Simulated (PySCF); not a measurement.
# SSe₂: structure of the singlet

Where does singlet SSe₂ go from a PBE0 minimum start, is the end point a minimum, and what are its modes, charges and moments?

Computed with PySCF 2.14.0. Level: PBE0, basis S def2-TZVP, Se def2-TZVP, no relativity, density fitting.

## Step 1: Starting geometry

3 atoms, charge 0, spin multiplicity 1.

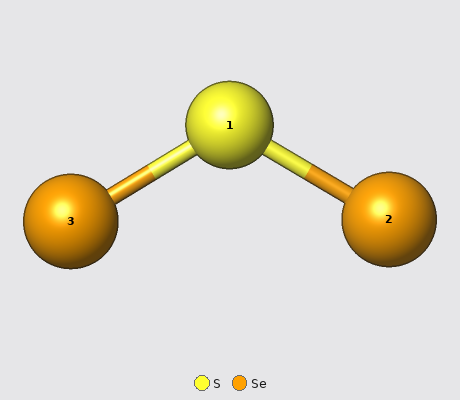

As it starts; sulfur yellow, selenium orange; atoms are numbered from 1 in the order of the file.

Z-matrix (Å, degrees; charge 0 multiplicity 1):
```
S
Se 1 2.0642
Se 1 2.0642 2 118.09
```

## Step 2: The SCF at the typed geometry

One driver script runs all steps and calls PySCF; scf.py shows how it sets up the SCF of each step. The optimiser is the driver's own. After this first run the driver tries any further starts and a stability analysis.

The input, scf.py:

```python
from pyscf import gto, scf, dft
mol = gto.M(atom='''
S      0.884720    -0.000000    -0.000000
Se    -0.176970    -1.770230     0.000000
Se    -0.176970     1.770230     0.000000''',
    basis={'S': 'def2-TZVP', 'Se': 'def2-TZVP'},
    charge=0, spin=0)
mf = dft.RKS(mol, xc='PBE0')
mf.grids.atom_grid = (50, 194)
aux = {'S': 'def2-universal-JKFIT', 'Se': 'def2-universal-JKFIT'}
mf = mf.density_fit(auxbasis=aux)
mf.conv_tol = 1e-08
mf.diis_space = 10
mf.max_cycle = 60
mf.init_guess = 'minao'
mf.verbose = 4
mf.kernel()
```

Started as:

```sh
OMP_NUM_THREADS=4 python axn.py task.json out
```

Standard output:

```text
init E= -5199.24408028125
  HOMO = -0.259286588247345  LUMO = -0.196180161965831  gap/eV = 1.71721
cycle= 1 E= -5200.58648852542  delta_E= -1.34  |g|= 0.421  |ddm|= 2.18
  HOMO = -0.261091270996809  LUMO = -0.178240992442682  gap/eV = 2.25447
cycle= 2 E= -5200.56348380094  delta_E= 0.023  |g|= 0.431  |ddm|= 0.514
  HOMO = -0.259429963322682  LUMO = -0.157400625088172  gap/eV = 2.77636
cycle= 3 E= -5200.59390075127  delta_E= -0.0304  |g|= 0.21  |ddm|= 0.463
  HOMO = -0.260256953195025  LUMO = -0.163128038864897  gap/eV = 2.64301
cycle= 4 E= -5200.60590568687  delta_E= -0.012  |g|= 0.0104  |ddm|= 0.162
  HOMO = -0.262553078945878  LUMO = -0.164271284920915  gap/eV = 2.67438
cycle= 5 E= -5200.60592461019  delta_E= -1.89e-05  |g|= 0.00361  |ddm|= 0.0137
  HOMO = -0.262000862105532  LUMO = -0.163796955611389  gap/eV = 2.67226
cycle= 6 E= -5200.60592779138  delta_E= -3.18e-06  |g|= 0.000774  |ddm|= 0.00458
  HOMO = -0.262010998982714  LUMO = -0.163783921223995  gap/eV = 2.67289
cycle= 7 E= -5200.60592795943  delta_E= -1.68e-07  |g|= 0.000161  |ddm|= 0.000749
  HOMO = -0.262009481174578  LUMO = -0.16378410318028  gap/eV = 2.67285
cycle= 8 E= -5200.60592796833  delta_E= -8.91e-09  |g|= 4.5e-05  |ddm|= 0.000238
  HOMO = -0.262017715286854  LUMO = -0.163789724551723  gap/eV = 2.67292
Extra cycle  E= -5200.60592796834  delta_E= -3.64e-12  |g|= 5.65e-05  |ddm|= 0.000112
converged SCF energy = -5200.60592796834
```

This step, with its further starts and checks, ran for 8.4 s (4 threads of Arm Neoverse V1, shared host).

No lower closed-shell solution turned up in the test of internal stability.

## Step 3: Relaxation: PBE0 minimum start, singlet

The program finds C2v symmetry in the start, which this walk keeps.

scf.py, as its differences from that of step 2:

```diff
@@ -3,3 +3,3 @@
-S      0.884720    -0.000000    -0.000000
-Se    -0.176970    -1.770230     0.000000
-Se    -0.176970     1.770230     0.000000''',
+S      0.884716     0.000000     0.000000
+Se    -0.176974    -1.770230     0.000000
+Se    -0.176974     1.770230     0.000000''',
@@ -15 +14,0 @@
-mf.init_guess = 'minao'
```

Steps of the walk:

| step | energy (Eh) | change (kJ/mol) | largest symmetric gradient (Eh/bohr) |
| --- | --- | --- | --- |
| 0 | -5200.605928 | 0.00 | 0.00008 |

The walk took 1.9 s.

Geometry (Å) and forces (eV/Å) at some steps:

```
step 0
S    0.885   0.000   0.000  -0.004   0.000   0.000
Se  -0.177  -1.770   0.000   0.002   0.002   0.000
Se  -0.177   1.770   0.000   0.002  -0.002   0.000
```

End point (C2v, 0 steps, 0.0 kJ/mol gained): S–Se 2.064 Å (×2); Se–S–Se 118.1°.

## Step 4: Frequencies

The point is checked on the finer grid, and tightened if its gradient asks for it. The Hessian and the dipole derivatives come from central differences of analytic gradients, with steps of 0.02 bohr.

scf.py, as its differences from that of step 3:

```diff
@@ -3,3 +3,3 @@
-S      0.884716     0.000000     0.000000
-Se    -0.176974    -1.770230     0.000000
-Se    -0.176974     1.770230     0.000000''',
+S      0.884274     0.000000     0.000000
+Se    -0.176753    -1.770499     0.000000
+Se    -0.176753     1.770499     0.000000''',
@@ -9 +9 @@
-mf.grids.atom_grid = (50, 194)
+mf.grids.atom_grid = (75, 302)
@@ -12 +12 @@
-mf.conv_tol = 1e-08
+mf.conv_tol = 1e-10
```

The driver hands on the density of the step before, so the log starts near convergence.

SCF at the final geometry:

```text
init E= -5200.60587604284
  HOMO = -0.262054368339098  LUMO = -0.163766657501959  gap/eV = 2.67454
cycle= 1 E= -5200.60587604282  delta_E= 1.82e-11  |g|= 6.45e-06  |ddm|= 9.75e-06
  HOMO = -0.262054238034265  LUMO = -0.163766595502416  gap/eV = 2.67454
Extra cycle  E= -5200.60587604263  delta_E= 1.91e-10  |g|= 2.23e-05  |ddm|= 3.33e-05
converged SCF energy = -5200.60587604263
```

The whole step took 27 s.

Geometry: C2v; S–Se 2.064 Å (×2); Se–S–Se 118.1°.

Harmonic modes (main isotopes):

| symmetry | ω (cm⁻¹) | IR (km/mol) |
| --- | --- | --- |
| a1 | 163 | 0.1 |
| a1 | 448 | 0.3 |
| b2 | 560 | 82.1 |

Every mode is real; the point is a minimum.

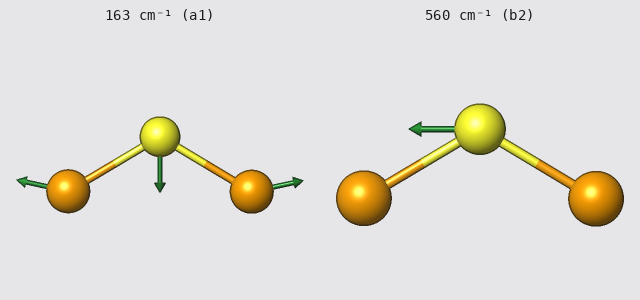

Displacements of 2 of the modes, as arrows (one member where a mode is degenerate).

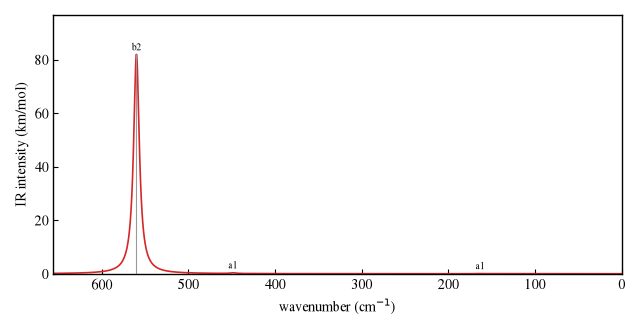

The harmonic infrared spectrum (widths in cm⁻¹). Lines are broadened to a width of 8 cm⁻¹ (Lorentzian).

Constants and moments:

```yaml
Dipole_moment: 0.12 D
Highest_occupied_level: -7.13 eV
Lowest_empty_level: -4.46 eV
Rotational_constants: 0.562, 0.03365, 0.03175 cm⁻¹
Zero-point_energy: 7.0 kJ/mol
Principal_polarisabilities: 41.4, 52.8, 134.6 bohr³
Atomisation_energy_without_zero-point_energy: 583 kJ/mol
Principal_traceless_quadrupole_moments_about_the_centre_of_mass: -2.00, 0.98, 1.03 D Å
Entropy_at_298.15_K_and_1_bar: 299.3 J/(mol K)
Heat_capacity_Cp_at_298.15_K: 51.5 J/(mol K)
Enthalpy_at_298.15_K_above_0_K: 12.73 kJ/mol
Rotational_symmetry_number: 2
```

Charges (e) and bond orders:

```tsv
atom	Mulliken	Löwdin	polar tensor	Mayer order to S1
S1	0.12	0.19	0.52	–
Se2,3	-0.06	-0.10	-0.26	1.62
```

Mulliken populations on S1: s 5.85, p 9.72, d 0.30, f 0.02.

## Step 5: Would spin polarisation lower it?

At the lowest minimum the closed shell is tested against spin polarisation, on the (50, 194) grid. It is unstable: an open-shell solution lies lower. That solution was not followed to a minimum here.

## Step 6: Summary of results

| quantity | value |
| --- | --- |
| minimum | singlet, C2v (closed shell, unstable towards spin polarisation) |
| geometry | S–Se 2.064 Å (×2); Se–S–Se 118.1° |
| wavenumbers (cm⁻¹) | 163 (a1), 448 (a1), 560 (b2) |
| dipole moment | 0.12 D |
| highest occupied, lowest empty level | -7.13, -4.46 eV |
| polar-tensor charge of S1 | +0.52 e |
| zero-point energy | 7.0 kJ/mol |

In words: The molecule stays C2v, as typed, and the end point is a minimum. In the infrared the band at 560 cm⁻¹ (b2) leads. Other starts or spin states, not run here, may lie lower. Spin polarisation would lower this closed shell, so its numbers describe a constrained state.

The search up to here ran for 46 s (4 threads of Arm Neoverse V1, shared host).
